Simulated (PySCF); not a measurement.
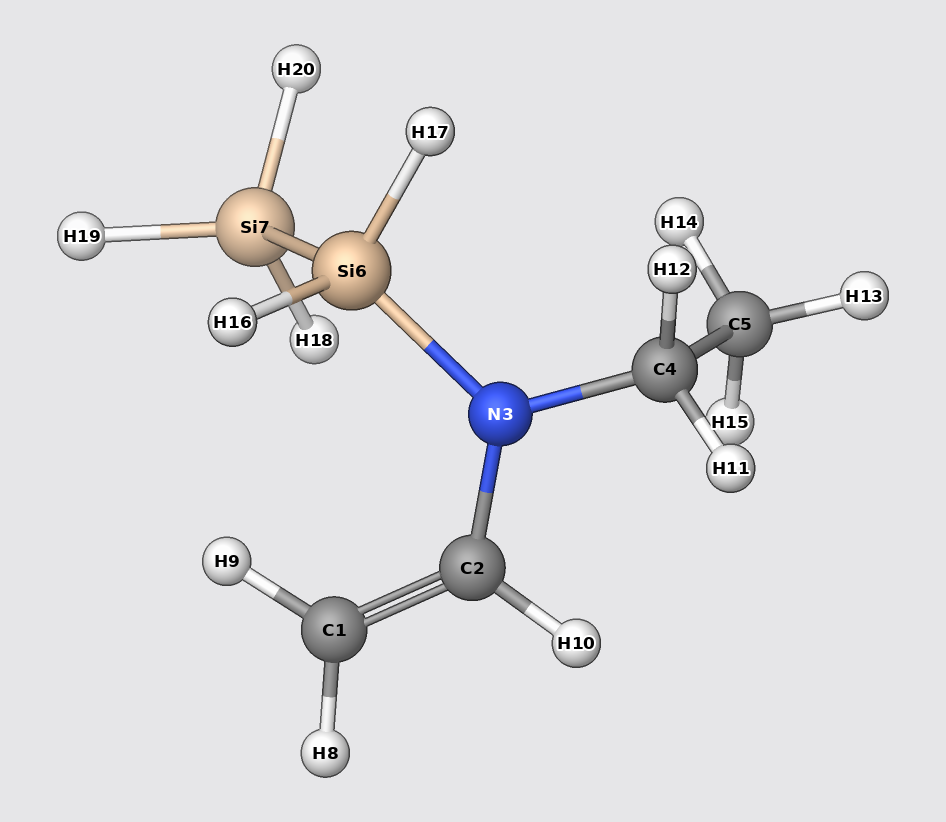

The geometry was computed by an optimisation with GFN2-xTB. No frequency run is at hand to confirm it as a minimum. Electric field gradients from the ground-state density, PBE0/pcSseg-1 (PySCF 2.14.0), non-relativistic apart from any core potentials.

Give the largest field-gradient component, the quadrupole coupling constant and the asymmetry for 14N at N3 (Q = 20.44 mb), 2H at H8 (Q = 2.86 mb), 2H at H9 (Q = 2.86 mb), 2H at H10 (Q = 2.86 mb), 2H at H11 (Q = 2.86 mb).

```json
{"atom": "N3", "V_zz (a.u.)": "−0.916", "e²qQ/h (MHz)": "−4.40", "η": "0.38"}
{"atom": "H8", "V_zz (a.u.)": "0.347", "e²qQ/h (MHz)": "0.233", "η": "0.10"}
{"atom": "H9", "V_zz (a.u.)": "0.346", "e²qQ/h (MHz)": "0.232", "η": "0.12"}
{"atom": "H10", "V_zz (a.u.)": "0.315", "e²qQ/h (MHz)": "0.212", "η": "0.10"}
{"atom": "H11", "V_zz (a.u.)": "0.292", "e²qQ/h (MHz)": "0.196", "η": "0.06"}
```

The geometry is semi-empirical. Around Si such bond lengths and angles can be off by a tenth of an ångström or more and by several degrees, and values that hang on the shape move with them.
